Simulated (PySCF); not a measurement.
## Run report: C₄H₄Se, geometry relaxation

The run: geometry relaxation of C₄H₄Se (selenophene). Method and program: B3LYP/pcSseg-1 tight geometry optimisation and Hessian, gas phase (PySCF 2.14.0).

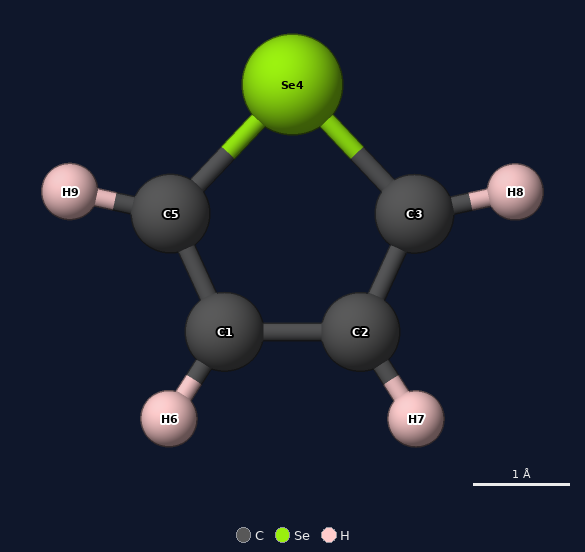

Figure 1. The starting structure (ball-and-stick view, seen on its broad side; atoms are numbered from 1 in the order of the input).

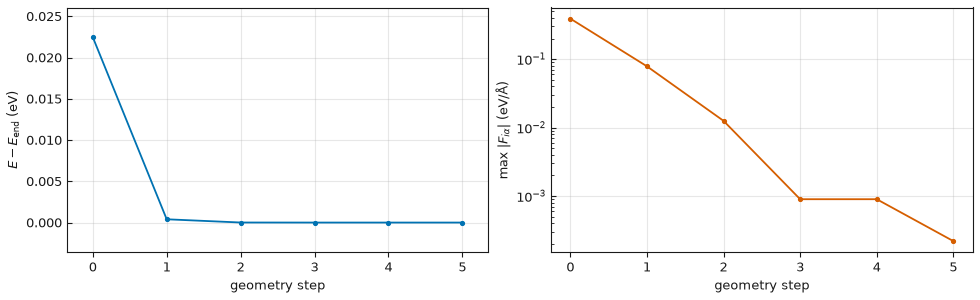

Figure 2. Progress of the relaxation, step by step (steps are counted from 0).

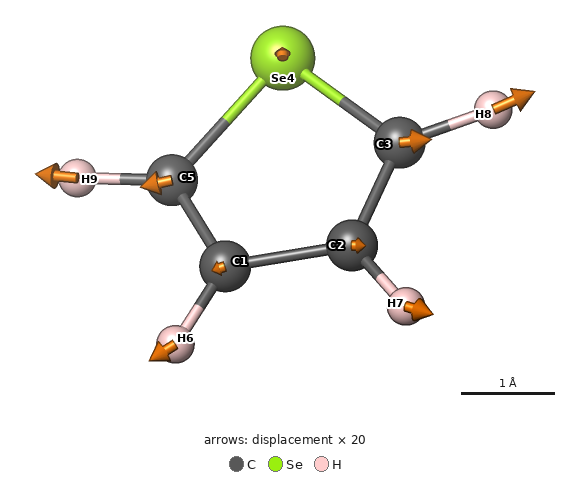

Figure 3. The starting structure with the displacements as orange arrows, magnified 20 times (ball-and-stick view, seen at a tilt). The two geometries are laid on each other by the best rigid fit. The energy falls by 0.022 eV in 5 geometry steps. Largest force component: 0.39 eV/Å at the start, 0.00022 eV/Å at the end. The largest moves after the best rigid fit, 0.025 Å, are those of H8 and H9. By element the largest moves are H 0.025 Å, C 0.018 Å, Se 0.008 Å. Among the contacts that change: C3–Se4 1.854 → 1.873 Å, C1–C2 1.416 → 1.432 Å, C1–H6 1.077 → 1.086 Å, C3–H8 1.075 → 1.083 Å. (Atoms are counted from 1 in the order of the input.)

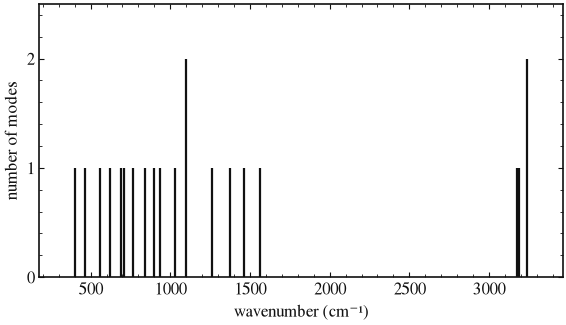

Figure 4. Harmonic vibrational wavenumbers from the force constants; neighbouring modes closer than 13 cm⁻¹ are counted in one stick. 21 modes from 404 to 3238 cm⁻¹, none imaginary.

These pictures come from the run below.

## The input
```
{"job": {"xc": "B3LYP", "basis": "pcSseg-1", "grid": 2, "temperatures": [400, 500], "delta": 0.3, "conv": 1e-11, "kind": "geom"}, "charge": 0, "multiplicity": 1}
C      0.712839    -0.671848    -0.138500
C     -0.694200    -0.689670     0.022713
C     -1.259123     0.534785     0.171174
Se    -0.003189     1.897236     0.118386
C      1.265897     0.566775    -0.118363
H      1.292554    -1.570477    -0.266677
H     -1.265169    -1.602882     0.026445
H     -2.303541     0.750875     0.306899
H      2.308178     0.809181    -0.222794
```

The first line tells a small driver script what to run in PySCF; the rest is the geometry in Å.

Launched with:
```bash
OMP_NUM_THREADS=1 python <driver script> task.json out
```

## The program's output
```
step   0  E = -69555.8401984 eV  max force = 0.39065
step   1  E = -69555.8622690 eV  max force = 0.07861
step   2  E = -69555.8626603 eV  max force = 0.01256
step   3  E = -69555.8626664 eV  max force = 0.00090
step   4  E = -69555.8626664 eV  max force = 0.00090
step   5  E = -69555.8626664 eV  max force = 0.00022
harmonic wavenumbers (cm-1): 404.4 463.0 557.8 624.3 693.6 711.7 767.1 839.2 895.4 933.3 1030.4 1099.8 1102.1 1264.0 1372.1 1460.3 1561.9 3177.1 3190.2 3234.9 3237.5
```

## Trajectory as extended XYZ (Å, eV, eV/Å), 6 frames, from step=0 to step=5
```
9
Properties=species:S:1:pos:R:3:forces:R:3 step=0 energy=-69555.84020
C     0.7128   -0.6718   -0.1385    0.1635  -0.0003  -0.0206
C    -0.6942   -0.6897    0.0227   -0.1629  -0.0050   0.0192
C    -1.2591    0.5348    0.1712   -0.3897  -0.0302   0.0425
Se   -0.0032    1.8972    0.1184    0.0007   0.3906   0.0280
C     1.2659    0.5668   -0.1184    0.3894  -0.0211  -0.0473
H     1.2926   -1.5705   -0.2667    0.2266  -0.2489  -0.0429
H    -1.2652   -1.6029    0.0264   -0.2250  -0.2552   0.0095
H    -2.3035    0.7509    0.3069   -0.2709   0.0814   0.0360
H     2.3082    0.8092   -0.2228    0.2683   0.0885  -0.0244
9
Properties=species:S:1:pos:R:3:forces:R:3 step=1 energy=-69555.86227
C     0.7202   -0.6720   -0.1396    0.0532  -0.0773  -0.0115
C    -0.7016   -0.6900    0.0236   -0.0526  -0.0786   0.0004
C    -1.2801    0.5321    0.1734    0.0751   0.0669  -0.0037
Se   -0.0031    1.9033    0.1191   -0.0004   0.0166   0.0011
C     1.2869    0.5646   -0.1211   -0.0750   0.0648   0.0132
H     1.3060   -1.5784   -0.2689   -0.0101   0.0091   0.0017
H    -1.2786   -1.6112    0.0279    0.0096   0.0097  -0.0007
H    -2.3294    0.7583    0.3100   -0.0125  -0.0054   0.0012
H     2.3339    0.8174   -0.2251    0.0127  -0.0058  -0.0017
9
Properties=species:S:1:pos:R:3:forces:R:3 step=2 energy=-69555.86266
C     0.7207   -0.6735   -0.1398   -0.0014   0.0021   0.0002
C    -0.7021   -0.6915    0.0235    0.0012   0.0023   0.0000
C    -1.2772    0.5333    0.1731   -0.0126   0.0022   0.0016
Se   -0.0031    1.9053    0.1192    0.0003  -0.0109  -0.0005
C     1.2839    0.5657   -0.1207    0.0125   0.0022  -0.0013
H     1.3079   -1.5785   -0.2691   -0.0008   0.0017   0.0001
H    -1.2804   -1.6113    0.0280    0.0005   0.0020  -0.0001
H    -2.3276    0.7578    0.3098    0.0086  -0.0005  -0.0010
H     2.3321    0.8168   -0.2249   -0.0083  -0.0011   0.0010
9
Properties=species:S:1:pos:R:3:forces:R:3 step=3 energy=-69555.86267
C     0.7207   -0.6735   -0.1398    0.0000   0.0005   0.0000
C    -0.7021   -0.6915    0.0235   -0.0001   0.0006   0.0000
C    -1.2774    0.5333    0.1732    0.0008  -0.0006  -0.0001
Se   -0.0031    1.9048    0.1192    0.0002   0.0002   0.0002
C     1.2841    0.5657   -0.1207   -0.0006  -0.0009   0.0001
H     1.3078   -1.5785   -0.2691    0.0000  -0.0004  -0.0002
H    -1.2803   -1.6113    0.0280   -0.0003  -0.0001  -0.0001
H    -2.3275    0.7579    0.3098   -0.0003   0.0005   0.0001
H     2.3320    0.8169   -0.2249    0.0004   0.0001   0.0001
9
Properties=species:S:1:pos:R:3:forces:R:3 step=4 energy=-69555.86267
C     0.7207   -0.6735   -0.1398    0.0000   0.0005   0.0000
C    -0.7021   -0.6915    0.0235   -0.0001   0.0006   0.0000
C    -1.2774    0.5333    0.1732    0.0008  -0.0006  -0.0001
Se   -0.0031    1.9048    0.1192    0.0002   0.0002   0.0002
C     1.2841    0.5657   -0.1207   -0.0006  -0.0009   0.0001
H     1.3078   -1.5785   -0.2691    0.0000  -0.0004  -0.0002
H    -1.2803   -1.6113    0.0280   -0.0003  -0.0001  -0.0001
H    -2.3275    0.7579    0.3098   -0.0003   0.0005   0.0001
H     2.3320    0.8169   -0.2249    0.0004   0.0001   0.0001
9
Properties=species:S:1:pos:R:3:forces:R:3 step=5 energy=-69555.86267
C     0.7207   -0.6735   -0.1398   -0.0001  -0.0001  -0.0001
C    -0.7021   -0.6915    0.0235   -0.0001   0.0001  -0.0001
C    -1.2774    0.5333    0.1732    0.0001   0.0001   0.0000
Se   -0.0031    1.9048    0.1192    0.0002   0.0000   0.0002
C     1.2841    0.5657   -0.1207    0.0001  -0.0001   0.0001
H     1.3078   -1.5785   -0.2691   -0.0002  -0.0001  -0.0001
H    -1.2803   -1.6113    0.0280   -0.0002   0.0001  -0.0001
H    -2.3275    0.7579    0.3098    0.0001   0.0002   0.0001
H     2.3320    0.8169   -0.2249    0.0001  -0.0002   0.0001
```

## Results in brief

```json
{"quantity": "outcome", "value": "converged"}
{"quantity": "wavenumbers, lowest and highest", "value": "404 and 3238 cm⁻¹"}
{"quantity": "hardware", "value": "1 CPU thread, shared host"}
{"quantity": "wall time", "value": "8.4 min"}
{"quantity": "peak memory", "value": "0.67 GiB"}
```
